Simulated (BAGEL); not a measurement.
# SiNH4Se− (SMILES N[SiH2][Se-]) at HF/STO-3G (density fitting with qzvpp-jkfit)

Aim: the energy change on altering one bond length of SiNH4Se− at HF/STO-3G (density fitting with qzvpp-jkfit), from 2 runs. 

Program for the calculation: BAGEL 1.2.2.

2 further runs of the same task are left out: 1 that didn't finish, 1 set aside as unsound or not needed. Runs told in other sessions of the task aren't counted.

## (1) The molecule

The species is SiNH4Se− (7 atoms), meant as a singlet with charge -1. As SMILES, `N[SiH2][Se-]`. The shape comes from GFN2-xTB, which is rough for such elements, and wasn't checked as a minimum. This is one conformer, not always the lowest.

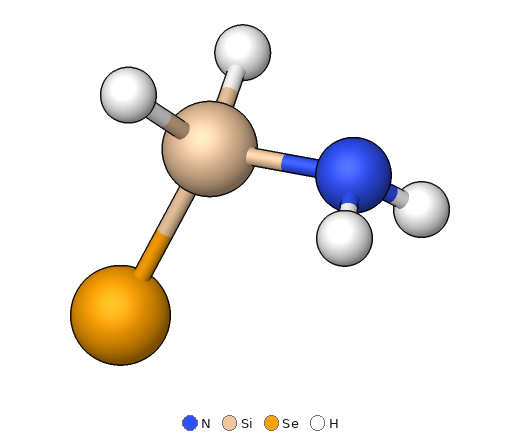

Viewed from a chosen angle; nitrogen blue, silicon light orange, selenium orange, hydrogen white.

## (2) The energy at HF/STO-3G (density fitting with qzvpp-jkfit)

File input.json:

```json
{ "bagel": [

{
  "title": "molecule",
  "basis": "sto-3g",
  "df_basis": "qzvpp-jkfit",
  "angstrom": true,
  "geometry": [
    { "atom": "N", "xyz": [   -0.999460,   -0.500240,   -0.239830 ] },
    { "atom": "Si", "xyz": [    0.556530,    0.051000,    0.338670 ] },
    { "atom": "Se", "xyz": [    1.408250,    1.813780,   -0.659410 ] },
    { "atom": "H", "xyz": [   -0.975520,   -0.759890,   -1.215950 ] },
    { "atom": "H", "xyz": [   -1.715490,    0.206430,   -0.145920 ] },
    { "atom": "H", "xyz": [    0.313090,    0.310790,    1.757030 ] },
    { "atom": "H", "xyz": [    1.412600,   -1.121870,    0.165420 ] }
  ]
},
{ "title": "hf", "charge": -1 },
{ "title": "print", "file": "orbitals.molden", "orbitals": true }

]}
```

Started as:

```console
$ BAGEL_NUM_THREADS=1 BAGEL input.json > input.out
```

The log of the run:

```text
* using 1 threads per process

  ===============================================================
  ===============================================================

  *** Geometry ***

  { "atom" : "N", "xyz" : [     -1.888706,     -0.945317,     -0.453213 ] },
  { "atom" : "Si", "xyz" : [      1.051689,      0.096376,      0.639994 ] },
  { "atom" : "Se", "xyz" : [      2.661207,      3.427547,     -1.246104 ] },
  { "atom" : "H", "xyz" : [     -1.843466,     -1.435984,     -2.297812 ] },
  { "atom" : "H", "xyz" : [     -3.241806,      0.390096,     -0.275749 ] },
  { "atom" : "H", "xyz" : [      0.591654,      0.587308,      3.320305 ] },
  { "atom" : "H", "xyz" : [      2.669427,     -2.120027,      0.312598 ] },

  Number of auxiliary basis functions:      543

  Since a DF basis is specified, we compute 2- and 3-index integrals:
    o Being stored without compression. Storage requirement is 0.006 GB

  Number of basis functions:       36
  Number of electrons      :       59

    * METHOD: MOLECULE                             0.24

  *** RHF ***

  === Nuclear Repulsion ===
   231.6280829723

      * DIIS with orbital gradients will be used.

  === RHF iteration (sto-3g) ===
      0      -2715.07088528          0.01016100           0.04
      1      -2715.14583111          0.00216219           0.04
      2      -2715.14914169          0.00063798           0.04
      3      -2715.14955049          0.00010995           0.04
      4      -2715.14956611          0.00002818           0.04
      5      -2715.14956713          0.00000478           0.04
      6      -2715.14956716          0.00000101           0.04
      7      -2715.14956716          0.00000024           0.04
      8      -2715.14956716          0.00000004           0.04
      9      -2715.14956716          0.00000001           0.04
     10      -2715.14956716          0.00000000           0.04
    * SCF iteration converged.

    * Permanent dipole moment:
           (    0.635530,     0.588364,    -0.089193) a.u.

    * METHOD: HF                                   0.53

    * METHOD: PRINT                                0.00

  ===============================================================
```

Run time: 0.89 s. Hardware: 1 thread of Arm Neoverse V1, shared host; peak memory 0.077 GiB.

## (3) The distorted shape, same level

File calc.json:

```json
{ "bagel": [

{
  "title": "molecule",
  "basis": "sto-3g",
  "df_basis": "qzvpp-jkfit",
  "angstrom": true,
  "geometry": [
    { "atom": "N", "xyz": [   -1.427472,    0.086163,   -0.153210 ] },
    { "atom": "Si", "xyz": [    0.128518,    0.637403,    0.425290 ] },
    { "atom": "Se", "xyz": [    0.980238,    2.400183,   -0.572790 ] },
    { "atom": "H", "xyz": [   -1.403532,   -0.173487,   -1.129330 ] },
    { "atom": "H", "xyz": [   -2.143502,    0.792833,   -0.059300 ] },
    { "atom": "H", "xyz": [   -0.114922,    0.897193,    1.843650 ] },
    { "atom": "H", "xyz": [    1.412600,   -1.121870,    0.165420 ] }
  ]
},
{
  "title": "hf",
  "charge": -1
},
{
  "title": "print",
  "file": "orbitals.molden",
  "orbitals": true
}

]}
```

Started as:

```console
$ BAGEL_NUM_THREADS=1 BAGEL calc.json > calc.out
```

The log of the run:

```text
* using 1 threads per process

  ===============================================================
  ===============================================================

  *** Geometry ***

  { "atom" : "N", "xyz" : [     -2.697531,      0.162824,     -0.289525 ] },
  { "atom" : "Si", "xyz" : [      0.242864,      1.204517,      0.803682 ] },
  { "atom" : "Se", "xyz" : [      1.852381,      4.535689,     -1.082416 ] },
  { "atom" : "H", "xyz" : [     -2.652291,     -0.327843,     -2.134124 ] },
  { "atom" : "H", "xyz" : [     -4.050632,      1.498237,     -0.112061 ] },
  { "atom" : "H", "xyz" : [     -0.217171,      1.695449,      3.483994 ] },
  { "atom" : "H", "xyz" : [      2.669427,     -2.120027,      0.312598 ] },

  Number of auxiliary basis functions:      543

  Since a DF basis is specified, we compute 2- and 3-index integrals:
    o Being stored without compression. Storage requirement is 0.006 GB

  Number of basis functions:       36
  Number of electrons      :       59

    * METHOD: MOLECULE                             0.23

  *** RHF ***

  === Nuclear Repulsion ===
   228.6324288511

      * DIIS with orbital gradients will be used.

  === RHF iteration (sto-3g) ===
      0      -2714.92939174          0.01158854           0.04
      1      -2715.01751777          0.00322586           0.04
      2      -2715.02357619          0.00073606           0.04
      3      -2715.02412807          0.00014978           0.04
      4      -2715.02415968          0.00004776           0.04
      5      -2715.02416344          0.00001169           0.04
      6      -2715.02416366          0.00000295           0.04
      7      -2715.02416368          0.00000070           0.04
      8      -2715.02416368          0.00000020           0.04
      9      -2715.02416368          0.00000007           0.04
     10      -2715.02416368          0.00000002           0.04
     11      -2715.02416368          0.00000000           0.04
    * SCF iteration converged.

    * Permanent dipole moment:
           (    1.016484,    -0.214938,    -0.037035) a.u.

    * METHOD: HF                                   0.57

    * METHOD: PRINT                                0.00

  ===============================================================
```

Wall time 0.95 s (1 thread of Arm Neoverse V1, shared host); peak memory 0.077 GiB.

## (4) What came out

Level: HF/STO-3G (density fitting with qzvpp-jkfit).

| quantity | value |
| --- | --- |
| first shape: total energy | -2715.14957 Eh |
| first shape: HOMO energy | 2.08 eV |
| first shape: LUMO energy | 18.47 eV |
| first shape: HOMO–LUMO gap (to an unbound level, set by the basis) | 16.38 eV |
| distorted shape: total energy | -2715.02416 Eh |
| distorted shape: HOMO energy | 1.56 eV |
| distorted shape: LUMO energy | 12.34 eV |
| distorted shape: HOMO–LUMO gap (to an unbound level, set by the basis) | 10.77 eV |
| energy change with the Si2–H7 bond stretched from 1.462 to 2.193 Å | 3.412 eV |

What this shows: With the Si2–H7 bond stretched from 1.462 to 2.193 Å the energy rises by 3.41 eV (329 kJ/mol). The first shape isn't relaxed at this level, so the change isn't measured from a minimum. The minimal basis adds a large error of its own. The HOMO (first shape) lies at positive energy, 2.08 eV: the electron is unbound at this level or held by a compact basis; values depend on the basis. The HOMO (distorted shape) lies at positive energy, 1.56 eV: the electron is unbound at this level or held by a compact basis; values depend on the basis.
